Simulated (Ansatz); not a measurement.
# BN (boron nitride): UBHLYP/3-21G

Aim: the electronic atomisation energy of BN (boron nitride) at UBHLYP/3-21G, from 3 runs. 

The calculation is run with Ansatz 0.2.0.

69 further runs of the same task are left out: 69 set aside as unsound or not needed.

**1. The structure to begin with**

BN: 2 atoms, total charge 0, spin state triplet. As SMILES, `B#N`. Geometry: relaxed at PBE0-D4/def2-TZVP.

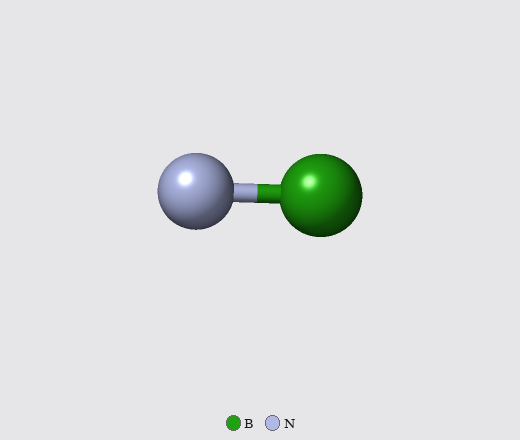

The structure, seen from a chosen angle (boron green, nitrogen light blue).

**2. The energy at UBHLYP/3-21G**

The input, job.yaml:

```yaml
crystal:
  periodic: [false, false, false]
  atoms:
    - {symbol: B, position_ang: [-0.000000, -0.000000, -0.023520]}
    - {symbol: N, position_ang: [0.000000, 0.000000, 1.291950]}
basis:
  gaussian: {orbitals: 3-21G.json}
magnetization: {spin_polarized: true, initial_magnetization: 2}
hamiltonian: {xc: {name: BHLYP}}
accuracy: high
```

The basis set 3-21G is read from a file made from the Basis Set Exchange's data (not shown).

The run is started by

```console
$ ansatz run job.yaml --threads 1 --pin off --max-ram 3480MiB --events-out events.jsonl --progress --plain --runs-dir runs
```

The log of the run:

```text
Warning: RAYON_NUM_THREADS=1 ignored (pool sized by the plan → 1); use --threads N
Functional definition: BHLYP
  name "BHLYP"
  parameter a = 0.5
  exchange = (1 - a)*b88_x + a*exact_x
  correlation = lyp_c
392 factors; integrals over basis functions are off by at most 2.9e-9 eV
mean field evaluation 1: about -2145.7741 eV, gradient 1.9e1 eV
mean field evaluation 2: about -2141.7377 eV, gradient 3.4e1 eV
mean field evaluation 4: about -2147.6224 eV, gradient 7.5e-1 eV
mean field evaluation 8: about -2147.6637 eV, gradient 8.7e-2 eV
mean field evaluation 16: about -2147.6642 eV, gradient 2.6e-5 eV
mean field -2147.66419773 eV, -78.9252035276 hartree, gradient 3.7e-9 eV, S^2 2.002563; 1 other end points of the search recorded, 0 dependent functions left out
reference -2147.66421298 eV, -78.9252040878 hartree; 7, 5 occupied and 11, 13 virtual orbitals, 392 factors
Total energy: -2147.66421298 eV, -78.9252040878 hartree
```

Wall time 0.46 s (1 thread of Intel Xeon 6975P-C (Granite Rapids), shared host).

**3. The B atom at the same level**

The input, run.yaml:

```yaml
crystal:
  periodic: [false, false, false]
  atoms:
    - {symbol: B, position_ang: [0.000000, 0.000000, 0.000000]}
basis:
  gaussian:
    orbitals: 3-21G.json
magnetization:
  spin_polarized: true
  initial_magnetization: 1
hamiltonian:
  xc: {name: BHLYP}
accuracy: high
```

The basis set 3-21G is read from a file made from the Basis Set Exchange's data (not shown).

The run is started by

```console
$ ansatz run run.yaml --threads 1 --pin off --max-ram 3480MiB --events-out events.jsonl --progress --plain --runs-dir runs
```

The log of the run:

```text
Warning: RAYON_NUM_THREADS=1 ignored (pool sized by the plan → 1); use --threads N
[... 5 set-up lines as earlier in the session ...]
42 factors; integrals over basis functions are off by at most 1.3e-9 eV
mean field evaluation 1: about -666.8983 eV, gradient 1.9e0 eV
mean field evaluation 2: about -666.9470 eV, gradient 4.8e-1 eV
mean field evaluation 4: about -666.9505 eV, gradient 4.0e-2 eV
mean field evaluation 8: about -666.9505 eV, gradient 1.1e-6 eV
mean field -666.95050184 eV, -24.5099788674 hartree, gradient 2.9e-8 eV, S^2 0.750186; 0 other end points of the search recorded, 0 dependent functions left out
reference -666.95051738 eV, -24.5099794383 hartree; 3, 2 occupied and 6, 7 virtual orbitals, 42 factors
Total energy: -666.95051738 eV, -24.5099794383 hartree
```

Run time: 0.14 s. Hardware: 1 thread of Intel Xeon 6975P-C (Granite Rapids), shared host.

**4. The N atom**

The input, job.yaml:

```yaml
basis:
  gaussian:
    orbitals: 3-21G.json
crystal:
  periodic: [false, false, false]
  atoms:
    - {symbol: "N", position_ang: [0.000000, 0.000000, 0.000000]}
hamiltonian:
  xc: {name: BHLYP}
accuracy: high
magnetization:
  spin_polarized: true
  initial_magnetization: 3
```

The basis set 3-21G is read from a file made from the Basis Set Exchange's data (not shown).

The run is started by

```console
$ ansatz run job.yaml --threads 1 --pin off --max-ram 3480MiB --events-out events.jsonl --progress --plain --runs-dir runs
```

The log of the run:

```text
Warning: RAYON_NUM_THREADS=1 ignored (pool sized by the plan → 1); use --threads N
[... 5 set-up lines as earlier in the session ...]
42 factors; integrals over basis functions are off by at most 1.2e-8 eV
mean field evaluation 1: about -1477.1848 eV, gradient 3.2e0 eV
mean field evaluation 2: about -1477.2155 eV, gradient 5.0e-1 eV
mean field evaluation 4: about -1477.2164 eV, gradient 1.3e-1 eV
mean field evaluation 8: about -1477.2165 eV, gradient 5.8e-6 eV
mean field -1477.21650938 eV, -54.2867054264 hartree, gradient 4.1e-8 eV, S^2 3.750928; 0 other end points of the search recorded, 0 dependent functions left out
reference -1477.21651599 eV, -54.2867056692 hartree; 5, 2 occupied and 4, 7 virtual orbitals, 42 factors
Total energy: -1477.21651599 eV, -54.2867056692 hartree
```

It took 0.14 s on 1 thread of Intel Xeon 6975P-C (Granite Rapids), shared host.

**5. Summary of results**

Level: UBHLYP/3-21G.

| quantity | value |
| --- | --- |
| molecule: total energy | -78.92520 Eh |
| molecule: ⟨S²⟩ | 2.003 |
| B atom: total energy | -24.50998 Eh |
| B atom: ⟨S²⟩ | 0.750 |
| N atom: total energy | -54.28671 Eh |
| N atom: ⟨S²⟩ | 3.751 |
| electronic atomisation energy | 3.497 eV |

In words: Taking the molecule apart into free atoms costs 3.50 eV (337 kJ/mol), before zero-point energy and without spin-orbit coupling. The basis has no polarisation functions, which makes bonds too weak.
